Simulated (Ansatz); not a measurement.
# BH3O (BH2(OH)): levels of theory compared

We compute a comparison of 6 runs (B2PLYP/STO-3G, BHLYP/STO-3G, BLYP/STO-3G, HSE06/STO-3G, wB97M-V/STO-3G, CCSDTQ/STO-3G) of BH3O (BH2(OH)). 

The results are computed with Ansatz 0.2.0.

45 further runs of the same task are left out: 1 that didn't finish, 44 set aside as unsound or not needed.

## Step 1: The molecule

The species is BH3O (5 atoms), meant as a singlet with charge 0. As SMILES, `[H]B([H])O`. The O4–B1 distance was set to 3.313 Å, away from the relaxed value. At this shape a bond of the SMILES string is far longer than usual.

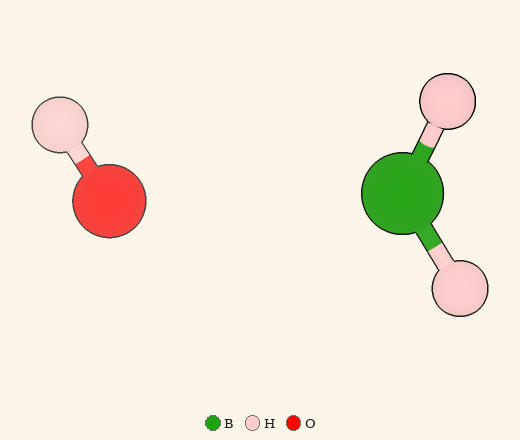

Viewed from a chosen angle; boron green, hydrogen pink, oxygen red.

## Step 2: A single-point energy at B2PLYP/STO-3G (run 1)

molecule.yaml reads:

```yaml
crystal:
  periodic: [false, false, false]
  atoms:
    - {symbol: B, position_ang: [0.916549, 2.134232, -0.532981]}
    - {symbol: H, position_ang: [2.049129, 2.221792, -0.820091]}
    - {symbol: H, position_ang: [0.212669, 3.083112, -0.505181]}
    - {symbol: O, position_ang: [-0.159420, -0.918700, 0.174490]}
    - {symbol: H, position_ang: [-1.082200, -1.025180, 0.410320]}
basis:
  gaussian:
    orbitals: STO-3G
hamiltonian:
  xc: {name: B2PLYP}
correlation:
  frozen_orbitals: {B: 1, H: 0, O: 1}
accuracy: high
```

Run with:

```sh
ansatz run molecule.yaml --threads 1 --pin off --max-ram 2610MiB --events-out events.jsonl --progress --plain --runs-dir runs
```

Output:

```text
Warning: RAYON_NUM_THREADS=1 ignored (pool sized by the plan → 1); use --threads N
Functional definition: B2PLYP
  name "B2PLYP"
  parameter a = 0.53
  parameter c = 0.27
  exchange = (1 - a)*b88_x + a*exact_x
  correlation = (1 - c)*lyp_c + c*(mp2_os + mp2_ss)
194 factors; integrals over basis functions are off by at most 2.3e-8 eV
mean field evaluation 1: about -2709.4769 eV, gradient 2.9e1 eV
mean field evaluation 2: about -2709.4635 eV, gradient 2.9e1 eV
mean field evaluation 4: about -2711.3930 eV, gradient 2.2e1 eV
mean field evaluation 8: about -2712.6629 eV, gradient 2.0e1 eV
mean field evaluation 16: about -2719.6850 eV, gradient 5.6e-8 eV
mean field evaluation 32: about -2601.3226 eV, gradient 4.2e1 eV
mean field -2719.68498745 eV, -99.9465798201 hartree, gradient 1.4e-8 eV, S^2 0.000000; 2 other end points of the search recorded, 0 dependent functions left out; unrestricted orbitals would lower it
2 core orbitals not correlated: weight in the atoms' cores, before any rotation towards them, 1.000 or more for the frozen orbitals, at most 0.000 for the correlated occupied ones
reference -2719.68500535 eV, -99.9465804780 hartree; 6, 6 occupied and 5, 5 virtual orbitals, 194 factors
second order -10.85697286 eV of doubles, -0.00000000 eV of singles
Total energy: -2722.61638802 eV, -100.0543068042 hartree
```

Wall time 1.2 s (1 thread of Arm Neoverse V1, shared host).

## Step 3: The energy at BHLYP/STO-3G (run 2)

Edit molecule.yaml of step 2 so:

```diff
@@ -1 +1,3 @@
+basis:
+  gaussian: {orbitals: STO-3G}
 crystal:
@@ -8,9 +10,4 @@
     - {symbol: H, position_ang: [-1.082200, -1.025180, 0.410320]}
-basis:
-  gaussian:
-    orbitals: STO-3G
-hamiltonian:
-  xc: {name: B2PLYP}
-correlation:
-  frozen_orbitals: {B: 1, H: 0, O: 1}
+magnetization: {spin_polarized: false, initial_magnetization: 0}
+hamiltonian: {xc: {name: BHLYP}}
 accuracy: high
```

Run with:

```sh
ansatz run molecule.yaml --threads 1 --pin off --max-ram 2610MiB --events-out events.jsonl --progress --plain --runs-dir runs
```

Output:

```text
Warning: RAYON_NUM_THREADS=1 ignored (pool sized by the plan → 1); use --threads N
Functional definition: BHLYP
  name "BHLYP"
  parameter a = 0.5
[... 1 set-up line as earlier in the session ...]
  correlation = lyp_c
194 factors; integrals over basis functions are off by at most 2.3e-8 eV
mean field evaluation 1: about -2713.1706 eV, gradient 2.9e1 eV
mean field evaluation 2: about -2585.8356 eV, gradient 9.0e1 eV
mean field evaluation 4: about -2716.3642 eV, gradient 2.1e1 eV
mean field evaluation 8: about -2716.3531 eV, gradient 2.1e1 eV
mean field evaluation 16: about -2723.4560 eV, gradient 2.1e-7 eV
mean field -2723.45599818 eV, -100.0851619083 hartree, gradient 1.2e-8 eV, S^2 0.000000; 2 other end points of the search recorded, 0 dependent functions left out
reference -2723.45601729 eV, -100.0851626105 hartree; 8, 8 occupied and 5, 5 virtual orbitals, 194 factors
Total energy: -2723.45601729 eV, -100.0851626105 hartree
```

It took 0.8 s on 1 thread of Arm Neoverse V1, shared host.

Runs 3 to 4 aren't shown in full; the table further down has their settings and results.

## Step 4: The energy at wB97M-V/STO-3G (run 5)

input.yaml reads:

```yaml
crystal:
  periodic: [false, false, false]
  atoms:
    - {symbol: B, position_ang: [0.916549, 2.134232, -0.532981]}
    - {symbol: H, position_ang: [2.049129, 2.221792, -0.820091]}
    - {symbol: H, position_ang: [0.212669, 3.083112, -0.505181]}
    - {symbol: O, position_ang: [-0.159420, -0.918700, 0.174490]}
    - {symbol: H, position_ang: [-1.082200, -1.025180, 0.410320]}
basis:
  gaussian:
    orbitals: STO-3G
hamiltonian:
  xc: {name: wB97M-V}
accuracy: high
```

Run with:

```sh
ansatz run input.yaml --threads 1 --pin off --max-ram 2610MiB --events-out events.jsonl --progress --plain --runs-dir runs
```

Output, cut to the lines that bear on the results:

```text
Warning: RAYON_NUM_THREADS=1 ignored (pool sized by the plan → 1); use --threads N
Functional definition: wB97M-V
  name "wB97M-V"
[...]
  gx(w, u) = 1 - cx + cx01*u + cx10*w
  gss(w, u) = css00 + css04*u^4 + css10*w + css20*w^2 + css43*w^4*u^3
  gos(w, u) = cos00 + cos10*w + (cos20 + cos21*u)*w^2 + (cos60 + cos61*u)*w^6
[...]
      + integral(e_c_pw_mod_opposite_spin*gos(b97_w_opposite, b97_u_opposite)) + vv10(b, c)
194 factors; integrals over basis functions are off by at most 2.3e-8 eV
128 factors; integrals over basis functions are off by at most 7.5e-10 eV
[...]
mean field -2724.39669942 eV, -100.1197320414 hartree, gradient 2.1e-8 eV, S^2 0.000000; 2 other end points of the search recorded, 0 dependent functions left out
reference -2724.39670197 eV, -100.1197321351 hartree; 8, 8 occupied and 5, 5 virtual orbitals, 194 factors
Total energy: -2724.39670197 eV, -100.1197321351 hartree
```

Wall time 11 s (1 thread of Arm Neoverse V1, shared host); peak memory 0.21 GiB.

## Step 5: The energy at CCSDTQ/STO-3G (run 6)

job.yaml reads:

```yaml
crystal:
  periodic: [false, false, false]
  atoms:
    - {symbol: B, position_ang: [0.916549, 2.134232, -0.532981]}
    - {symbol: H, position_ang: [2.049129, 2.221792, -0.820091]}
    - {symbol: H, position_ang: [0.212669, 3.083112, -0.505181]}
    - {symbol: O, position_ang: [-0.159420, -0.918700, 0.174490]}
    - {symbol: H, position_ang: [-1.082200, -1.025180, 0.410320]}
basis:
  gaussian:
    orbitals: STO-3G
correlation:
  method: ccsdtq
  frozen_orbitals: {B: 1, H: 0, O: 1}
accuracy: high
scf:
  omitted_lower_state_checks: [cluster_reference, increment]
```

Run with:

```sh
ansatz run job.yaml --threads 1 --pin off --max-ram 2610MiB --events-out events.jsonl --progress --plain --runs-dir runs
```

Output:

```text
Warning: RAYON_NUM_THREADS=1 ignored (pool sized by the plan → 1); use --threads N
[... 13 lines left out ...]
2 core orbitals not correlated: weight in the atoms' cores, before any rotation towards them, 1.000 or more for the frozen orbitals, at most 0.000 for the correlated occupied ones
[... 94 lines left out ...]
WARN: these amplitudes may be one of several solutions (largest doubles amplitude 0.92, level shift 16.27 eV)
Total energy: -2716.58776305 eV, -99.8327589229 hartree
Checks for a lower state left out: cluster_reference, increment
```

It took 5.7 s on 1 thread of Arm Neoverse V1, shared host.

## Step 6: The series

| run | level | frozen core orbitals | energy (Eh) | wall time |
| --- | --- | --- | --- | --- |
| 1 | B2PLYP/STO-3G | 2 | -100.054307 | 1.2 s |
| 2 | BHLYP/STO-3G | – | -100.085163 | 0.8 s |
| 3 | BLYP/STO-3G | – | -100.152119 | 0.93 s |
| 4 | HSE06/STO-3G | – | -100.042801 | 1.1 s |
| 5 | wB97M-V/STO-3G | – | -100.119732 | 11 s |
| 6 | CCSDTQ/STO-3G | 2 | -99.832759 | 5.7 s |

## Step 7: Outcome

| quantity | value |
| --- | --- |
| run 6: total energy | -99.83276 Eh |
| run 6: correlation energy (2 core orbitals frozen) | -310.8 mEh |
| run 6: T1 diagnostic | 0.049 |

What this shows: Totals of different functionals can't be ranked against each other. In runs 1, 6 the log says that unrestricted orbitals would lower the reference, so the values rest on an unstable closed-shell determinant (other closed-shell runs at this shape may share the fault). In runs 1, 2, 3, 4, 5, 6 the basis is minimal, so the values are rough. All runs together took 21 s, the longest 11 s.
